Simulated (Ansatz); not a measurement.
## Σ11 (332) boundary in bcc W: structure and resistance

Aim: the relaxed structure and the specific resistance of the Σ11 (332) boundary in bcc W.

Method: Ansatz plane-wave DFT, LDA, PAW files; relaxation of a bicrystal slab with its lowest layers held; PAW set soft_1, in the first sound run; inputs show where later runs differ, in Ansatz 0.2.0.

## Step 1: Set-up

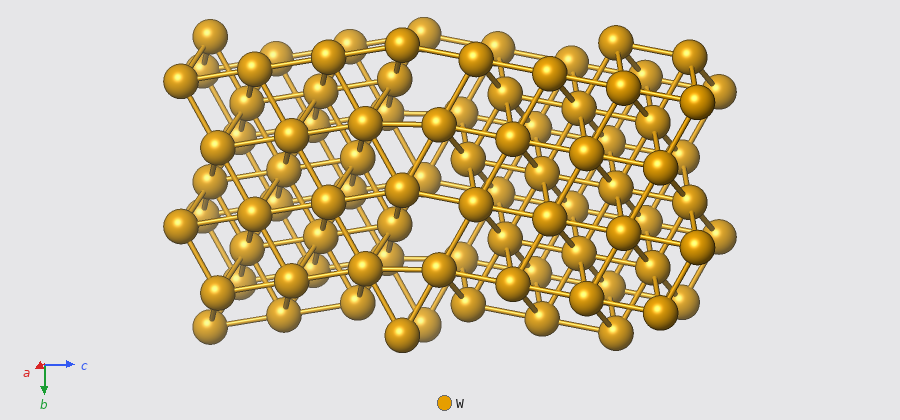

The cell as given, from the side, with the c axis across the page (tungsten orange). 1×2×1 cells are drawn. Some periodic images of atoms are drawn too.

The cell holds 28 atoms: 28 W. Cell: a = 4.476 Å, b = 5.248 Å, c = 29.893 Å, α = 90.0°, β = 90.0°, γ = 90.0°. It derives from W. built on the (3 3 2) plane; 2 overlapping atoms removed and the grains opened by 0 Å. Vacuum lies along c.

## Step 2: Relaxing the bicrystal

The boundary is built by mirroring the lower grain in the boundary plane and removing any atoms that overlap. A thin bicrystal slab is relaxed first, with the lowest layers held and the upper grain free to shift and open.

input.yaml reads:

```yaml
crystal:
  lattice:
    - [4.4757030822, 0.0, 0.0]
    - [0.0, 5.2482270683, 0.0]
    - [0.0, 0.0, 29.8926535588]
  atoms:
    - { symbol: W, position: [0.0, 0.2727272727, 0.1672651774] }
    - { symbol: W, position: [0.5, 0.0, 0.1898371992] }
    - { symbol: W, position: [0.0, 0.7272727273, 0.2124092209] }
    - { symbol: W, position: [0.5, 0.4545454546, 0.2349812427] }
    - { symbol: W, position: [0.0, 0.1818181818, 0.2575532645] }
    - { symbol: W, position: [0.5, 0.9090909091, 0.2801252863] }
    - { symbol: W, position: [0.0, 0.6363636364, 0.302697308] }
    - { symbol: W, position: [0.5, 0.3636363636, 0.3252693298] }
    - { symbol: W, position: [0.0, 0.0909090909, 0.3478413516] }
    - { symbol: W, position: [0.5, 0.8181818182, 0.3704133734] }
    - { symbol: W, position: [0.0, 0.5454545455, 0.3929853952] }
    - { symbol: W, position: [0.5, 0.2727272727, 0.4155574169] }
    - { symbol: W, position: [0.0, 0.0, 0.4381294387] }
    - { symbol: W, position: [0.0, 0.5454545455, 0.4832734823] }
    - { symbol: W, position: [0.5, 0.8181818182, 0.505845504] }
    - { symbol: W, position: [0.0, 0.0909090909, 0.5284175258] }
    - { symbol: W, position: [0.5, 0.3636363636, 0.5509895476] }
    - { symbol: W, position: [0.0, 0.6363636364, 0.5735615694] }
    - { symbol: W, position: [0.5, 0.9090909091, 0.5961335911] }
    - { symbol: W, position: [0.0, 0.1818181818, 0.6187056129] }
    - { symbol: W, position: [0.5, 0.4545454546, 0.6412776347] }
    - { symbol: W, position: [0.0, 0.7272727273, 0.6638496565] }
    - { symbol: W, position: [0.5, 0.0, 0.6864216783] }
    - { symbol: W, position: [0.0, 0.2727272727, 0.7089937] }
    - { symbol: W, position: [0.5, 0.5454545455, 0.7315657218] }
    - { symbol: W, position: [0.0, 0.8181818182, 0.7541377436] }
    - { symbol: W, position: [0.5, 0.0909090909, 0.7767097654] }
    - { symbol: W, position: [0.0, 0.3636363637, 0.7992817871] }
kpoints:
  mp_grid: { grid: [5, 5, 1] }
hamiltonian:
  xc: lda
  pseudopotentials: { kind: paw, azcp: { folder: soft_1 }, xc_functional: pbe }
scf:
  occupations: { method: fermi_dirac, width: 0.1 }
relax:
  f_tol: 0.03
  max_steps: 80
  constraints: [{ sites: [0, 1, 2, 3, 4] }]
```

Started as:

```console
$ ansatz run input.yaml --threads 4 --pin off --max-ram 15360MiB --backend cpu --events-out ev --progress --plain --runs-dir out
```

Numbers of over 12 decimals in the logs are rounded to 6 here.

The program printed:

```text
Engine: ansatz 0.2.0, aarch64-unknown-linux-gnu
Pseudopotentials: kind: paw
Pseudopotential: W, paw, valence charge 14, recommended cutoff 420 eV (normal), soft_1/W.paw.azcp
Functional definition: SPW92
  exchange = slater_x
  correlation = pw_c
Crystal: 28 atoms, lattice volume = 702.164 Å³
Basis set: ecut = 420 eV, 13769 PW (Γ)
Bands: 236, of which v1, the nominal top of the filled ones, is band 196 counted from 1 (195 counted from 0)
Symmetry: 2 space group operations
Space group: Pm (ITA 6), of the structure as read, at distance tolerance 8.9e-5 Å
k-points: 9 of 25 (time reversal used)
Non-local potential: W, projectors of the file, l = 0: 3, l = 1: 2, l = 2: 2, l = 3: 1
PAW form: soft (Blöchl's): semilocal exchange-correlation on the pseudo side does not see the compensation charge
PAW frozen core: W, regenerated for the run's functional, and the local potential with it (the file was generated under x = pbe(κ = 0.804, μ = 0.219515), c = pbe(β = 0.066725))
PAW one-centre angular grid: W, 590 points (default); XC on 64 Gauss nodes
Initial density: superposition of atomic densities (neutral atoms: chi_scale 0, normalization atom)
Initial wavefunctions: pseudopotential atomic-orbital guess
Functional: x = slater, c = lda
SCF iter   1: F=—  HF=-283654.355231 eV  |F-HF|=—  |Δ(HF+E_count)|=         —  Δρ=5.55e-2  dr2=2.19e2  ethr=3.10e-3  ⟨swp⟩=8.9  Hψ=10008  notcnv=0
preconditioner: auto → LDOS  [metal: Δε(μ)=0.015 eV  Ē_g=4.999 eV  σ=0.100 eV  W_gap=0.04  n_scr=172 (ndim 8)  ℏωp=18.2 eV  f_vac=0.283  D(μ)=17.36/eV (n_scr^D=120)  β→1.0]
SCF iter   2: F=—  HF=-283653.378310 eV  |F-HF|=—  |Δ(HF+E_count)|=   9.77e-1  Δρ=5.53e-2  dr2=3.92e2  ethr=3.10e-3  ⟨swp⟩=10.3  Hψ=9703  notcnv=0  defer=3
SCF iter   3: F=—  HF=-283641.724776 eV  |F-HF|=—  |Δ(HF+E_count)|=    1.17e1  Δρ=1.07e-2  dr2=7.21e0  ethr=3.10e-3  ⟨swp⟩=7.9  Hψ=6087  notcnv=0  defer=3
SCF iter   4: F=—  HF=-283641.348926 eV  |F-HF|=—  |Δ(HF+E_count)|=   3.76e-1  Δρ=3.28e-3  dr2=3.95e-1  ethr=1.84e-3  ⟨swp⟩=3.1  Hψ=3029  notcnv=0
SCF iter   5: F=—  HF=-283641.290697 eV  |F-HF|=—  |Δ(HF+E_count)|=   5.82e-2  Δρ=1.04e-3  dr2=3.49e-2  ethr=1.01e-4  ⟨swp⟩=3.1  Hψ=3204  notcnv=0
SCF iter   6: F=—  HF=-283641.289495 eV  |F-HF|=—  |Δ(HF+E_count)|=   1.20e-3  Δρ=5.87e-4  dr2=1.19e-2  ethr=8.91e-6  ⟨swp⟩=2.1  Hψ=3016  notcnv=0
SCF iter   7: F=—  HF=-283641.288050 eV  |F-HF|=—  |Δ(HF+E_count)|=   1.45e-3  Δρ=1.33e-4  dr2=3.99e-4  ethr=3.04e-6  ⟨swp⟩=2.9  Hψ=3507  notcnv=0  defer=1
SCF iter   8: F=—  HF=-283641.288011 eV  |F-HF|=—  |Δ(HF+E_count)|=   3.92e-5  Δρ=5.05e-5  dr2=9.66e-5  ethr=1.02e-7  ⟨swp⟩=3.0  Hψ=3978  notcnv=0
SCF iter   9: F=-283641.288001 eV  HF=-283641.288004 eV  |F-HF|=3.36e-6  |Δ(HF+E_count)|=   6.49e-6  Δρ=1.69e-5  dr2=6.61e-6  ethr=5.74e-9  ⟨swp⟩=3.0  Hψ=7616  notcnv=0
SCF 1 converged in 9 iterations: F = -283641.288001 eV  dr2 = 6.61e-6
  greatest PAW one-centre occupation: 0.999 electrons in one spin orbital (limit 2), on the W atom at site 10 (counted from 0), in its partial waves of l = 0
relax step   1: F+E_penalty+E_count = -283641.28800087 eV  Δ(F+E_penalty+E_count) = +0.000e0 eV  max|allowed force component| = 3.212e0 eV/Å  Δτ_max = 0.0000 Å  (9 SCF iters, dr2 threshold 2.25e-5 eV, accepted)
Initial density: handed on by an earlier stage of this run
Initial wavefunctions: those handed on with the density
iter 1 solved again at ethr=3.02e-4 eV; its pass at ethr=3.10e-3 eV (dr2=1.18e0 eV) is discarded
SCF iter   1: F=—  HF=-283642.182660 eV  |F-HF|=—  |Δ(HF+E_count)|=         —  Δρ=8.15e-3  dr2=1.43e0  ethr=3.02e-4  ⟨swp⟩=2.0  Hψ=7588  notcnv=0
eigensolver tolerance schedule calibrated: the retry pair's looser diagonalisation under-reported the residual by θ = 0.17 (0.17/decade); ethr = c·dr2/N_el runs at the constant in force after the calibration composes with the one it found (an armed cap, an earlier calibration), c = 3.4e-2
preconditioner: auto → LDOS  [metal: Δε(μ)=0.033 eV  Ē_g=4.608 eV  σ=0.100 eV  W_gap=0.08  n_scr=172 (ndim 8)  ℏωp=18.2 eV  f_vac=0.292  D(μ)=19.81/eV (n_scr^D=144)  β→1.0]
SCF iter   2: F=—  HF=-283642.142042 eV  |F-HF|=—  |Δ(HF+E_count)|=   4.06e-2  Δρ=4.61e-3  dr2=6.08e-1  ethr=1.25e-4  ⟨swp⟩=3.9  Hψ=5277  notcnv=0
SCF iter   3: F=—  HF=-283642.042171 eV  |F-HF|=—  |Δ(HF+E_count)|=   9.99e-2  Δρ=1.17e-3  dr2=2.80e-2  ethr=5.33e-5  ⟨swp⟩=3.0  Hψ=4789  notcnv=0
SCF iter   4: F=—  HF=-283642.036554 eV  |F-HF|=—  |Δ(HF+E_count)|=   5.62e-3  Δρ=2.43e-4  dr2=1.58e-3  ethr=2.46e-6  ⟨swp⟩=2.8  Hψ=4312  notcnv=0
SCF iter   5: F=—  HF=-283642.036638 eV  |F-HF|=—  |Δ(HF+E_count)|=   8.35e-5  Δρ=8.63e-5  dr2=1.41e-4  ethr=1.39e-7  ⟨swp⟩=2.9  Hψ=3501  notcnv=0
SCF iter   6: F=-283642.036620 eV  HF=-283642.036648 eV  |F-HF|=2.73e-5  |Δ(HF+E_count)|=   9.99e-6  Δρ=3.69e-5  dr2=3.49e-5  ethr=8.77e-9  ⟨swp⟩=2.7  Hψ=7844  notcnv=0
SCF 2 converged in 6 iterations: F = -283642.036620 eV  dr2 = 3.49e-5
  greatest PAW one-centre occupation: 0.999 electrons in one spin orbital (limit 2), on the W atom at site 15 (counted from 0), in its partial waves of l = 0
relax step   2: F+E_penalty+E_count = -283642.03662030 eV  Δ(F+E_penalty+E_count) = -7.486e-1 eV  max|allowed force component| = 7.616e-1 eV/Å  Δτ_max = 0.1949 Å  (6 SCF iters, dr2 threshold 1.00e-4 eV, accepted)
SCF iter   1: F=—  HF=-283643.076179 eV  |F-HF|=—  |Δ(HF+E_count)|=         —  Δρ=1.72e-2  dr2=1.61e1  ethr=3.10e-3  ⟨swp⟩=6.0  Hψ=5934  notcnv=0
preconditioner: auto → LDOS  [metal: Δε(μ)=0.022 eV  Ē_g=4.654 eV  σ=0.100 eV  W_gap=0.06  n_scr=172 (ndim 8)  ℏωp=18.2 eV  f_vac=0.299  D(μ)=18.93/eV (n_scr^D=132)  β→1.0]
SCF iter   2: F=—  HF=-283642.678320 eV  |F-HF|=—  |Δ(HF+E_count)|=   3.98e-1  Δρ=5.53e-3  dr2=5.75e-1  ethr=3.10e-3  ⟨swp⟩=2.0  Hψ=2683  notcnv=0
SCF iter   3: F=—  HF=-283642.603831 eV  |F-HF|=—  |Δ(HF+E_count)|=   7.45e-2  Δρ=2.71e-3  dr2=1.65e-1  ethr=1.47e-4  ⟨swp⟩=3.0  Hψ=4771  notcnv=0
SCF iter   4: F=—  HF=-283642.578677 eV  |F-HF|=—  |Δ(HF+E_count)|=   2.52e-2  Δρ=3.87e-4  dr2=1.79e-3  ethr=4.20e-5  ⟨swp⟩=2.1  Hψ=3269  notcnv=0
SCF iter   5: F=—  HF=-283642.577685 eV  |F-HF|=—  |Δ(HF+E_count)|=   9.91e-4  Δρ=1.50e-4  dr2=3.01e-4  ethr=4.58e-7  ⟨swp⟩=3.0  Hψ=4528  notcnv=0
SCF iter   6: F=—  HF=-283642.577710 eV  |F-HF|=—  |Δ(HF+E_count)|=   2.45e-5  Δρ=8.17e-5  dr2=1.04e-4  ethr=7.69e-8  ⟨swp⟩=2.1  Hψ=3342  notcnv=0
SCF iter   7: F=-283642.577703 eV  HF=-283642.577706 eV  |F-HF|=3.65e-6  |Δ(HF+E_count)|=   3.76e-6  Δρ=1.65e-5  dr2=6.52e-6  ethr=9.25e-9  ⟨swp⟩=3.0  Hψ=8070  notcnv=0
SCF 3 converged in 7 iterations: F = -283642.577703 eV  dr2 = 6.52e-6
relax step   3: F+E_penalty+E_count = -283642.57770253 eV  Δ(F+E_penalty+E_count) = -5.411e-1 eV  max|allowed force component| = 5.695e-1 eV/Å  Δτ_max = 0.2000 Å  (7 SCF iters, dr2 threshold 3.63e-5 eV, accepted)
[... from here on, the SCF cycles and remarks between the steps are left out ...]
relax step   4: F+E_penalty+E_count = -283642.92988492 eV  Δ(F+E_penalty+E_count) = -3.522e-1 eV  max|allowed force component| = 2.816e-1 eV/Å  Δτ_max = 0.1946 Å  (7 SCF iters, dr2 threshold 2.03e-5 eV, accepted)
relax step   5: F+E_penalty+E_count = -283643.20270887 eV  Δ(F+E_penalty+E_count) = -2.728e-1 eV  max|allowed force component| = 1.780e-1 eV/Å  Δτ_max = 0.1948 Å  (7 SCF iters, dr2 threshold 1.94e-5 eV, accepted)
relax step   6: F+E_penalty+E_count = -283643.30983250 eV  Δ(F+E_penalty+E_count) = -1.071e-1 eV  max|allowed force component| = 8.765e-2 eV/Å  Δτ_max = 0.1926 Å  (7 SCF iters, dr2 threshold 7.74e-6 eV, accepted)
relax step   7: F+E_penalty+E_count = -283643.31441353 eV  Δ(F+E_penalty+E_count) = -4.581e-3 eV  max|allowed force component| = 4.323e-2 eV/Å  Δτ_max = 0.0432 Å  (6 SCF iters, dr2 threshold 1.86e-6 eV, accepted)
relax step   8: F+E_penalty+E_count = -283643.31773918 eV  Δ(F+E_penalty+E_count) = -3.326e-3 eV  max|allowed force component| = 4.947e-2 eV/Å  Δτ_max = 0.0509 Å  (8 SCF iters, accepted)
relax step   9: F+E_penalty+E_count = -283643.32111783 eV  Δ(F+E_penalty+E_count) = -3.379e-3 eV  max|allowed force component| = 4.795e-2 eV/Å  Δτ_max = 0.0938 Å  (8 SCF iters, accepted)
relax step  10: F+E_penalty+E_count = -283643.32186161 eV  Δ(F+E_penalty+E_count) = -7.438e-4 eV  max|allowed force component| = 2.840e-2 eV/Å  Δτ_max = 0.0353 Å  (6 SCF iters, dr2 threshold 2.16e-6 eV, accepted)
iter 1 solved again at ethr=2.71e-10 eV; its pass at ethr=3.10e-3 eV (dr2=1.06e-6 eV) is discarded
SCF iter   1: F=—  HF=-283643.321862 eV  |F-HF|=—  |Δ(HF+E_count)|=         —  Δρ=1.15e-5  dr2=1.06e-6  ethr=2.71e-10  ⟨swp⟩=2.2  Hψ=5083  notcnv=0
preconditioner: auto → LDOS  [metal: Δε(μ)=0.017 eV  Ē_g=4.757 eV  σ=0.100 eV  W_gap=0.04  n_scr=172 (ndim 8)  ℏωp=18.2 eV  f_vac=0.317  D(μ)=18.64/eV (n_scr^D=132)  β→1.0]
SCF iter   2: F=—  HF=-283643.321862 eV  |F-HF|=—  |Δ(HF+E_count)|=   2.44e-8  Δρ=7.31e-6  dr2=5.24e-7  ethr=2.70e-10  ⟨swp⟩=2.1  Hψ=4242  notcnv=0
SCF iter   3: F=-283643.321862 eV  HF=-283643.321862 eV  |F-HF|=1.47e-8  |Δ(HF+E_count)|=   1.63e-7  Δρ=1.50e-6  dr2=3.51e-8  ethr=2.55e-11  ⟨swp⟩=3.8  Hψ=8899  notcnv=0
SCF 11 converged in 3 iterations: F = -283643.321862 eV  dr2 = 3.51e-8
relax step  11: F+E_penalty+E_count = -283643.32186202 eV  Δ(F+E_penalty+E_count) = -4.106e-7 eV  max|allowed force component| = 2.843e-2 eV/Å  Δτ_max = 0.0000 Å  (3 SCF iters, accepted)
SCF converged after 3 iterations
Free energy (F): -283643.321862 eV
Harris-Foulkes:  -283643.321862 eV  (|F-HF|=1.47e-8)
Internal energy: -283642.703944 eV  (E = F + TS)
E sigma→0 (E₀):  -283643.012903 eV
Entropy (-TS):   -0.617918 eV (-22.068 meV/atom)
Fermi energy:    12.303773 eV
--- Per-component energies (eV) ---
  E_band       = -6238.862597
  E_kinetic    = 11825.643174
  E_local      = -413586.292889  (includes V_loc(G=0)·N_el)
  E_nonlocal   = -541.719433
  E_hartree    = 203615.075968
  E_xc         = -7435.289219
  E_vxc        = -6470.025301  (∫ρ·V_xc dr)
  E_paw        = -233090.586254  (= ΣΔE_a)
  E_vpaw       = -4696.640078  (= ΣTr[D̂ρ^β])
  E_aug_tail   = 0.004111  (compensation charges beyond the density's cutoff)
  E_ewald      = 155562.529614
  E_core_change = 7.930983  (= ΣΔE_core)
  E_smearing   = -0.617918  (= −TS)
  E_closure    = -0.000000  (closes the sum)
  Σ components = -283643.321862   (vs F -283643.321862, Δ=0.00e0)
--- Forces (eV/Å), atoms counted from 1 ---
  atom   1  W      0.00000000    -0.84943550     3.13692549
  atom   2  W      0.00000000     1.18674141     0.89085002
  atom   3  W     -0.00000000    -0.50797615    -0.57224961
  atom   4  W     -0.00000000    -0.02445329    -1.60495620
  atom   5  W     -0.00000000     0.20251846    -1.85753767
  atom   6  W      0.00000000    -0.00553265     0.00185733
  atom   7  W     -0.00000000    -0.00267481     0.00481768
  atom   8  W      0.00000000     0.00904788    -0.01929122
  atom   9  W      0.00000000     0.00253164     0.02843096
  atom  10  W     -0.00000000    -0.01276054    -0.00521088
  atom  11  W      0.00000000    -0.00258795     0.00175535
  atom  12  W      0.00000000    -0.00717320    -0.00764131
  atom  13  W     -0.00000000     0.00407915     0.00769566
  atom  14  W      0.00000000     0.02407920    -0.01520412
  atom  15  W      0.00000000    -0.00102021    -0.00482346
  atom  16  W     -0.00000000    -0.01468505    -0.00540471
  atom  17  W      0.00000000     0.00443803     0.02685400
  atom  18  W      0.00000000     0.00125479     0.00814383
  atom  19  W      0.00000000    -0.00997139    -0.01068921
  atom  20  W     -0.00000000     0.00620236    -0.01351596
  atom  21  W      0.00000000     0.01373829     0.00535466
  atom  22  W     -0.00000000    -0.01124527     0.00327212
  atom  23  W      0.00000000    -0.00904683    -0.00410593
  atom  24  W     -0.00000000    -0.00134887     0.00672866
  atom  25  W      0.00000000     0.00392060     0.00606160
  atom  26  W     -0.00000000    -0.00052522    -0.00511343
  atom  27  W     -0.00000000    -0.00192411    -0.01160403
  atom  28  W      0.00000000     0.00382657     0.00857514
  max |Σ_I F_I| component: 2.52e-5 eV/Å
--- Relaxed structure (11 steps of the walk, 11 accepted, 0 SCFs on fresh bases) ---
  F+E_penalty+E_count = -283643.32186202 eV   max|allowed force component| = 2.843e-2 eV/Å
  atoms:
    - { symbol: W, position: [0.0, 0.2727272727, 0.1672651774] }
    - { symbol: W, position: [0.500000, 0.0, 0.1898371992] }
    - { symbol: W, position: [0.0, 0.7272727273, 0.2124092209] }
    - { symbol: W, position: [0.500000, 0.4545454546, 0.2349812427] }
    - { symbol: W, position: [0.0, 0.1818181818, 0.2575532645] }
    - { symbol: W, position: [0.500000, 0.911748, 0.277566] }
    - { symbol: W, position: [-1.960986310613625e-18, 0.637193, 0.299907] }
    - { symbol: W, position: [0.500000, 0.364958, 0.324035] }
    - { symbol: W, position: [-2.3743259891534805e-18, 0.091456, 0.344543] }
    - { symbol: W, position: [0.500000, 0.821680, 0.368350] }
    - { symbol: W, position: [-4.7154678761022684e-18, 0.543099, 0.387040] }
    - { symbol: W, position: [0.500000, 0.271748, 0.415983] }
    - { symbol: W, position: [-8.514374421507074e-18, -0.00687748, 0.427854] }
    - { symbol: W, position: [-1.6906482612783575e-17, 0.486190, 0.470878] }
    - { symbol: W, position: [0.500000, 0.760949, 0.481321] }
    - { symbol: W, position: [-1.9737773087652738e-17, 0.031759, 0.512184] }
    - { symbol: W, position: [0.500000, 0.312140, 0.529714] }
    - { symbol: W, position: [-2.1498972078511992e-17, 0.580990, 0.554290] }
    - { symbol: W, position: [0.500000, 0.855983, 0.574269] }
    - { symbol: W, position: [-2.273258656730054e-17, 0.126682, 0.597728] }
    - { symbol: W, position: [0.500000, 0.400708, 0.619956] }
    - { symbol: W, position: [-2.2876785477113298e-17, 0.672585, 0.642599] }
    - { symbol: W, position: [0.500000, -0.053161, 0.664477] }
    - { symbol: W, position: [-2.428671645837501e-17, 0.216257, 0.686155] }
    - { symbol: W, position: [0.500000, 0.496349, 0.711414] }
    - { symbol: W, position: [-2.562165631289326e-17, 0.758095, 0.730133] }
    - { symbol: W, position: [0.500000, 0.036191, 0.748978] }
    - { symbol: W, position: [-3.31987389936249e-17, 0.292257, 0.767042] }
```

Elapsed: 10 min, on 4 threads of Arm Neoverse V1, shared host; peak memory 3.3 GiB.

Relaxation path:

| step | energy less that of the first step (eV) | largest force component (eV/Å) |
| --- | --- | --- |
| 1 | 0.0000 | 3.2121 |
| 2 | -0.7486 | 0.7616 |
| 3 | -1.2897 | 0.5695 |
| 4 | -1.6419 | 0.2816 |
| 5 | -1.9147 | 0.1780 |
| 6 | -2.0218 | 0.0877 |
| 7 | -2.0264 | 0.0432 |
| 8 | -2.0297 | 0.0495 |
| 9 | -2.0331 | 0.0479 |
| 10 | -2.0339 | 0.0284 |
| 11 | -2.0339 | 0.0284 |

Forces are held to the 2 operations that the run works with; a distortion that breaks them can't arise in this run.

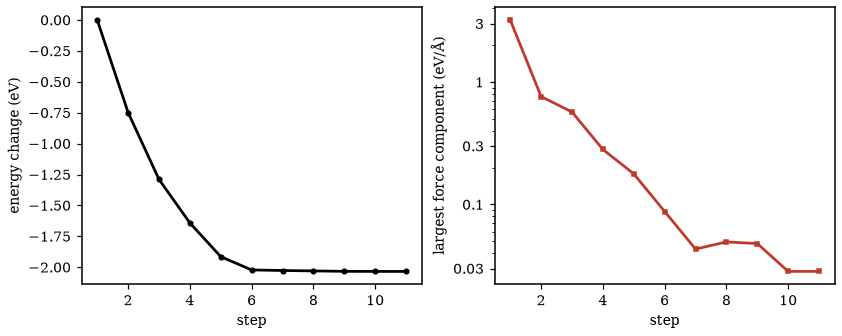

Energy and largest force along the relaxation.

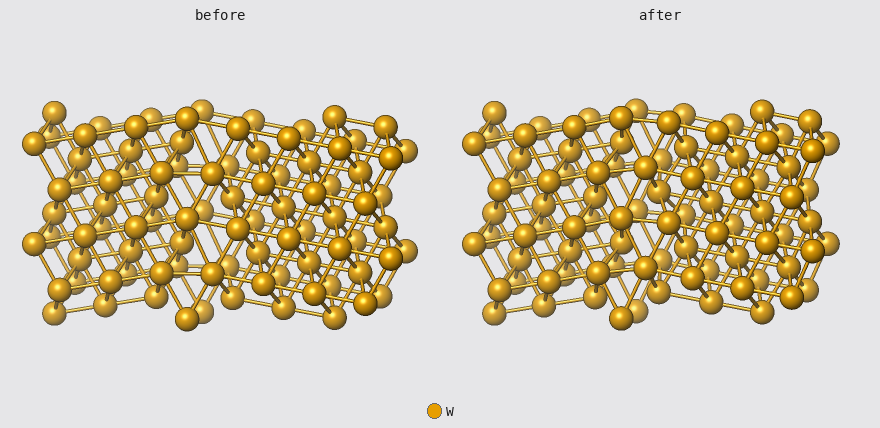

Before and after, at one scale.

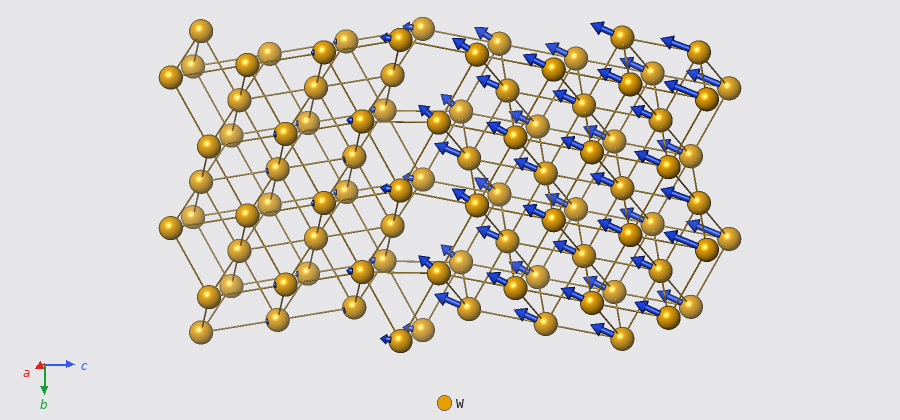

Displacements in the relaxation, exaggerated; the longest in the cell stands for 1.03 Å. 1×2×1 cells are drawn. Some periodic images of atoms are drawn too.

The atoms that moved most (Å):

| atom | dx | dy | dz | length |
| --- | --- | --- | --- | --- |
| W28 | 0.000 | -0.375 | -0.964 | 1.034 |
| W27 | 0.000 | -0.287 | -0.829 | 0.877 |
| W15 | 0.000 | -0.300 | -0.733 | 0.792 |
| W26 | 0.000 | -0.315 | -0.718 | 0.784 |
| W24 | 0.000 | -0.296 | -0.683 | 0.744 |
| W23 | 0.000 | -0.279 | -0.656 | 0.713 |
| W19 | 0.000 | -0.279 | -0.654 | 0.711 |
| W21 | 0.000 | -0.283 | -0.637 | 0.697 |

Numbers from this step:

```
free energy             : -283643.3219 eV
energy at zero smearing : -283643.0129 eV
Fermi energy            : 12.30 eV
```

The largest force component on a free atom ends at 0.028 eV/Å, under the tolerance of 0.03, after 11 steps.

(Continued in part 2 of 3.)

[Logs are printed without paths, hosts, clocks, repeated set-up lines and the standing remarks that a program may print on its own settings, such as how far it seeks lower states.]

[Hosts, paths, dates, database ids (printed as entryN), source tags and the programs' standing remarks are cut or masked in the printed files.]
